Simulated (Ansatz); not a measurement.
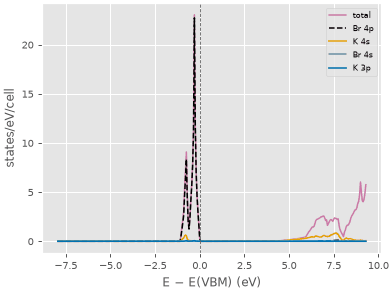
Figure. Total and projected density of states of KBr (rock salt, Fm-3m), the program Ansatz at the PBE level (PAW)

Which orbitals carry the states next to the gap?

Top 1 eV of the valence band: Br 4p 96 %. Bottom 1 eV of the conduction band: K 4s 74 %, Br 4s 17 %, Br 4p 6 %. Projections are on Löwdin-orthogonalised atomic valence shells; empty p or d shells of many metals are not among them.

Where is the tallest occupied peak in this window, and what makes it?

Near -0.3 eV, about 23 states/eV per cell; the largest projected share is Br 4p.

Symmetry was held in the PBE relaxation. Scalar-relativistic: spin–orbit coupling is off unless named, which matters more the heavier the elements.

Potentials: the later of the program's two PAW sets.
